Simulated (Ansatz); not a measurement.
**Run report: Si4H10O, geometry relaxation (part 2 of 2)**

Si4H10O; RKS PBE0-D4/def2-TZVP (Ansatz 0.2.0). 

Trajectory as extended XYZ, continued:
```
15
Properties=species:S:1:pos:R:3:forces:R:3 step=6 energy=-33707.93439
H     0.1067    2.0262    0.6041    0.0043  -0.0133   0.0001
O    -0.3842    1.2223    0.4251   -0.0097   0.0050  -0.0026
Si    0.4477   -0.2180    0.5236    0.0048   0.0100   0.0045
Si   -1.0732   -1.9177    0.0069   -0.0024  -0.0017   0.0001
Si    1.3173   -0.5948    2.6734   -0.0005   0.0009  -0.0006
Si    2.2427   -0.3036   -0.9895    0.0010   0.0003   0.0001
H    -0.3516   -3.2171    0.0968    0.0015   0.0009   0.0000
H    -2.2089   -1.9342    0.9673    0.0001  -0.0005   0.0005
H    -1.6061   -1.7616   -1.3730   -0.0006   0.0003  -0.0006
H     2.2381    0.5095    3.0670   -0.0008  -0.0011  -0.0003
H     0.2366   -0.6850    3.6930    0.0009   0.0006  -0.0005
H     2.0860   -1.8697    2.6743    0.0004   0.0000  -0.0002
H     3.1607    0.8502   -0.7696    0.0012  -0.0018   0.0003
H     1.7738   -0.2623   -2.4015    0.0001   0.0018  -0.0008
H     3.0097   -1.5614   -0.7753   -0.0004  -0.0013   0.0001
15
Properties=species:S:1:pos:R:3:forces:R:3 step=7 energy=-33707.93447
H     0.1069    2.0245    0.6040    0.0015   0.0023   0.0007
O    -0.3864    1.2225    0.4235   -0.0020  -0.0019  -0.0006
Si    0.4468   -0.2171    0.5232   -0.0031  -0.0008  -0.0021
Si   -1.0727   -1.9188    0.0072    0.0028   0.0008   0.0007
Si    1.3167   -0.5925    2.6729    0.0005   0.0001   0.0014
Si    2.2426   -0.3040   -0.9891    0.0007  -0.0001  -0.0006
H    -0.3476   -3.2164    0.0945   -0.0002  -0.0003  -0.0003
H    -2.2066   -1.9389    0.9697    0.0005  -0.0002  -0.0001
H    -1.6084   -1.7623   -1.3716   -0.0002   0.0001   0.0005
H     2.2373    0.5121    3.0656    0.0003   0.0000  -0.0001
H     0.2365   -0.6823    3.6929   -0.0003   0.0001   0.0003
H     2.0858   -1.8673    2.6742   -0.0001   0.0006  -0.0006
H     3.1677    0.8428   -0.7624    0.0008  -0.0011   0.0005
H     1.7751   -0.2520   -2.4012    0.0001   0.0009   0.0003
H     3.0018   -1.5676   -0.7809   -0.0012  -0.0003  -0.0001
15
Properties=species:S:1:pos:R:3:forces:R:3 step=8 energy=-33707.93453
H     0.1029    2.0250    0.6001    0.0012   0.0073   0.0017
O    -0.3901    1.2224    0.4218   -0.0021  -0.0015  -0.0013
Si    0.4453   -0.2156    0.5228   -0.0011  -0.0077  -0.0038
Si   -1.0705   -1.9210    0.0076    0.0007   0.0008   0.0013
Si    1.3160   -0.5884    2.6725    0.0003  -0.0011  -0.0002
Si    2.2423   -0.3047   -0.9878    0.0034  -0.0001  -0.0019
H    -0.3409   -3.2166    0.0884    0.0004   0.0003   0.0001
H    -2.2006   -1.9479    0.9745    0.0006   0.0002  -0.0006
H    -1.6125   -1.7625   -1.3686    0.0007   0.0004   0.0007
H     2.2371    0.5167    3.0628    0.0001   0.0006   0.0011
H     0.2365   -0.6771    3.6933    0.0005  -0.0001   0.0007
H     2.0854   -1.8630    2.6742   -0.0006   0.0008   0.0003
H     3.1821    0.8276   -0.7475   -0.0031  -0.0040  -0.0011
H     1.7775   -0.2318   -2.4001    0.0016   0.0003   0.0040
H     2.9849   -1.5804   -0.7915   -0.0024   0.0036  -0.0010
15
Properties=species:S:1:pos:R:3:forces:R:3 step=9 energy=-33707.93453 accepted=F
H     0.1007    2.0253    0.6021   -0.0001   0.0024   0.0005
O    -0.3908    1.2226    0.4195    0.0003  -0.0017   0.0004
Si    0.4447   -0.2155    0.5218   -0.0021   0.0018   0.0015
Si   -1.0700   -1.9220    0.0082    0.0041   0.0038  -0.0014
Si    1.3151   -0.5865    2.6721    0.0031  -0.0007   0.0062
Si    2.2421   -0.3056   -0.9882    0.0049  -0.0014  -0.0030
H    -0.3372   -3.2159    0.0875   -0.0027  -0.0007  -0.0006
H    -2.1994   -1.9510    0.9758    0.0011  -0.0003  -0.0008
H    -1.6123   -1.7618   -1.3676   -0.0012  -0.0030   0.0005
H     2.2354    0.5187    3.0637    0.0011   0.0015  -0.0028
H     0.2370   -0.6758    3.6944   -0.0035  -0.0007  -0.0025
H     2.0852   -1.8607    2.6747    0.0004  -0.0003  -0.0014
H     3.1877    0.8208   -0.7436   -0.0028  -0.0019   0.0016
H     1.7787   -0.2241   -2.4004   -0.0011  -0.0010   0.0024
H     2.9783   -1.5856   -0.7972   -0.0014   0.0020  -0.0007
15
Properties=species:S:1:pos:R:3:forces:R:3 step=10 energy=-33707.93454
H     0.1015    2.0256    0.6028   -0.0003   0.0002   0.0002
O    -0.3899    1.2228    0.4204    0.0006  -0.0007   0.0003
Si    0.4453   -0.2155    0.5223    0.0014  -0.0007  -0.0011
Si   -1.0698   -1.9213    0.0077   -0.0017  -0.0001   0.0008
Si    1.3158   -0.5874    2.6724   -0.0017  -0.0001  -0.0008
Si    2.2424   -0.3056   -0.9881   -0.0004   0.0013   0.0000
H    -0.3397   -3.2166    0.0882    0.0006   0.0005   0.0003
H    -2.1996   -1.9484    0.9748   -0.0002  -0.0003   0.0001
H    -1.6122   -1.7630   -1.3683    0.0005   0.0004  -0.0002
H     2.2361    0.5182    3.0634   -0.0001  -0.0001   0.0000
H     0.2361   -0.6769    3.6930    0.0004  -0.0001   0.0006
H     2.0857   -1.8617    2.6743    0.0004   0.0004   0.0004
H     3.1841    0.8242   -0.7456    0.0006  -0.0007  -0.0004
H     1.7775   -0.2286   -2.4000    0.0004  -0.0001   0.0001
H     2.9822   -1.5830   -0.7948   -0.0005   0.0003  -0.0002
15
Properties=species:S:1:pos:R:3:forces:R:3 step=11 energy=-33707.93454 accepted=F
H     0.0992    2.0259    0.6058   -0.0012  -0.0052  -0.0008
O    -0.3904    1.2227    0.4201    0.0033   0.0022   0.0006
Si    0.4456   -0.2153    0.5215   -0.0049   0.0060   0.0040
Si   -1.0694   -1.9213    0.0081    0.0020  -0.0032  -0.0030
Si    1.3150   -0.5864    2.6723    0.0021   0.0013  -0.0034
Si    2.2427   -0.3059   -0.9888   -0.0010  -0.0030   0.0009
H    -0.3371   -3.2153    0.0883   -0.0005  -0.0014   0.0000
H    -2.1990   -1.9508    0.9755    0.0004   0.0020   0.0008
H    -1.6122   -1.7637   -1.3678   -0.0008   0.0001  -0.0005
H     2.2338    0.5209    3.0619   -0.0006  -0.0003   0.0024
H     0.2353   -0.6767    3.6929    0.0005   0.0004  -0.0007
H     2.0870   -1.8594    2.6751    0.0000  -0.0002   0.0006
H     3.1902    0.8181   -0.7426   -0.0001   0.0017   0.0004
H     1.7784   -0.2226   -2.4003   -0.0007   0.0012  -0.0016
H     2.9761   -1.5874   -0.7994    0.0014  -0.0016   0.0002
15
Properties=species:S:1:pos:R:3:forces:R:3 step=12 energy=-33707.93454
H     0.1008    2.0256    0.6046   -0.0002  -0.0010  -0.0001
O    -0.3900    1.2228    0.4205    0.0006  -0.0008   0.0000
Si    0.4453   -0.2154    0.5219    0.0004   0.0020  -0.0001
Si   -1.0696   -1.9215    0.0076    0.0000   0.0003   0.0006
Si    1.3154   -0.5868    2.6722    0.0005  -0.0005   0.0009
Si    2.2424   -0.3058   -0.9886    0.0002  -0.0002   0.0002
H    -0.3387   -3.2163    0.0885   -0.0001   0.0001   0.0000
H    -2.1991   -1.9488    0.9752   -0.0004  -0.0002  -0.0004
H    -1.6121   -1.7636   -1.3683    0.0000  -0.0001   0.0001
H     2.2345    0.5196    3.0635   -0.0003   0.0006  -0.0004
H     0.2357   -0.6771    3.6927   -0.0003  -0.0002  -0.0001
H     2.0868   -1.8601    2.6750   -0.0001  -0.0001  -0.0004
H     3.1869    0.8212   -0.7443    0.0001   0.0002   0.0001
H     1.7779   -0.2256   -2.4004   -0.0003   0.0002  -0.0002
H     2.9792   -1.5852   -0.7972    0.0000  -0.0005  -0.0001
```

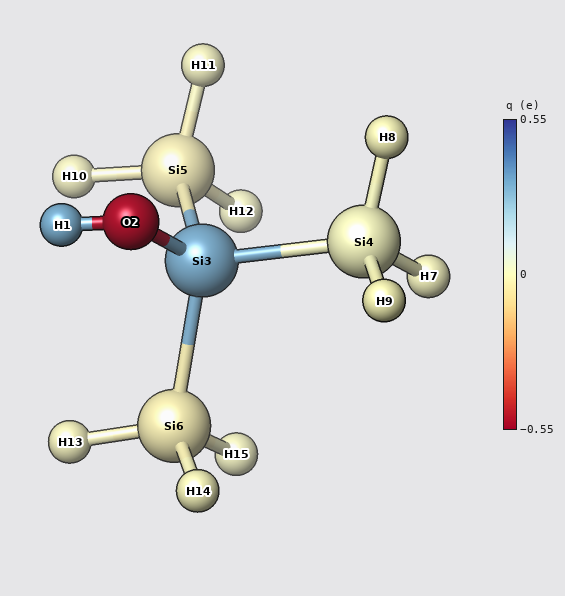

**Figure 1.** Mulliken charges, as the colour of each atom (ball-and-stick view, seen at a tilt; atoms are numbered from 1 in the order of the input; Mulliken charges depend strongly on the basis). By element: H −0.01 to +0.32, O −0.52 and Si −0.04 to +0.33 e.

This output came from the following input.

Input file:
```yaml
crystal:
  periodic: [false, false, false]
  atoms:
    - {symbol: H, position_ang: [0.127084, 2.019418, 0.684235]}
    - {symbol: O, position_ang: [-0.361453, 1.232892, 0.432362]}
    - {symbol: Si, position_ang: [0.455309, -0.228890, 0.514032]}
    - {symbol: Si, position_ang: [-1.082041, -1.916820, 0.002329]}
    - {symbol: Si, position_ang: [1.311685, -0.596009, 2.669327]}
    - {symbol: Si, position_ang: [2.243592, -0.305108, -1.006382]}
    - {symbol: H, position_ang: [-0.352065, -3.210082, 0.115349]}
    - {symbol: H, position_ang: [-2.220367, -1.919716, 0.958104]}
    - {symbol: H, position_ang: [-1.599092, -1.780901, -1.384740]}
    - {symbol: H, position_ang: [2.224142, 0.515669, 3.060483]}
    - {symbol: H, position_ang: [0.223030, -0.685269, 3.679733]}
    - {symbol: H, position_ang: [2.085006, -1.867380, 2.675442]}
    - {symbol: H, position_ang: [3.136268, 0.870645, -0.801147]}
    - {symbol: H, position_ang: [1.771790, -0.302081, -2.416162]}
    - {symbol: H, position_ang: [3.032451, -1.543545, -0.760356]}
basis:
  gaussian: {orbitals: def2-TZVP}
hamiltonian: {xc: pbe0, dispersion: d4}
relax: {f_tol: 0.005, max_steps: 200}
```

Launch command:
```bash
ansatz run in.yaml --threads 4 --pin off --events-out ev --progress --plain --max-ram 66560MiB --backend cuda --devices 0, --max-vram 37GiB
```

Results in brief:

| quantity | value |
| --- | --- |
| outcome | converged |
| total energy | −33707.9346 eV |
| mean-field energy | −33707.5695 eV |
| dispersion energy | −0.3651 eV |
| SCF solution under orbital rotations | stable |
| largest force (length of the vector) at the end | 0.002 eV/Å |
| dipole moment | 1.10 D |
| hardware | 4 CPU threads, shared host |
| wall time | 18 s (CPU time 28 s) |
| peak memory | 1.5 GiB |
